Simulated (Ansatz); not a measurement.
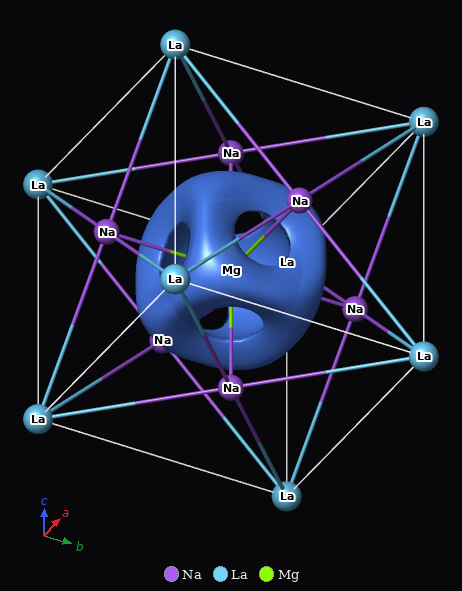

Figure. Na3LaMg. Isosurface of the electron localisation function at 0.6 (blue), seen at an oblique angle. Core shells and regions of very low density are left out. Sticks mark near contacts.

Space group Pm-3m; a structure generated by program, which may or may not match a known phase.

Computed with Ansatz, DFT PBE, scalar-relativistic, plane waves, PAW.

Identify the bonds, lone pairs and shells in this picture.

At this value the surface marks out one region wrapped around Mg (its valence shell), counted in one cell of 5 atoms. Regions shared between cells count once. Profiles from the grid: Na–Mg (2.87 Å): the ELF is about 0.35 at the midpoint. Na–La (4.05 Å): the ELF is about 0.15 at the midpoint: no localised pair shows between them.
